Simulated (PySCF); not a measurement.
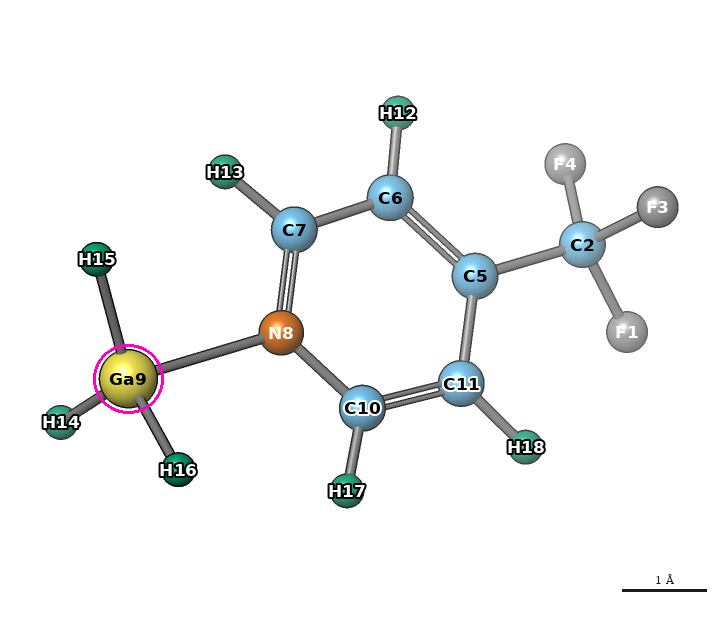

Orthographic view. Distant atoms are faded towards the background colour. Computed geometry: PBE0-D3(BJ)/def2-SVP optimisation. No frequency run is at hand to confirm it as a minimum.

Name the neighbours of the circled atom.

The circled atom is Ga9; it is bonded to N8, H14, H15, H16.

What is the shortest path along bonds from the circled atom to C6?

Ga9–N8–C7–C6, 3 bonds; through space the two are 4.37 Å apart.

Of C2 and F3, which is nearer the viewer?

F3; the bond to C2 points away from the viewer, so it looks shorter than its 1.33 Å.
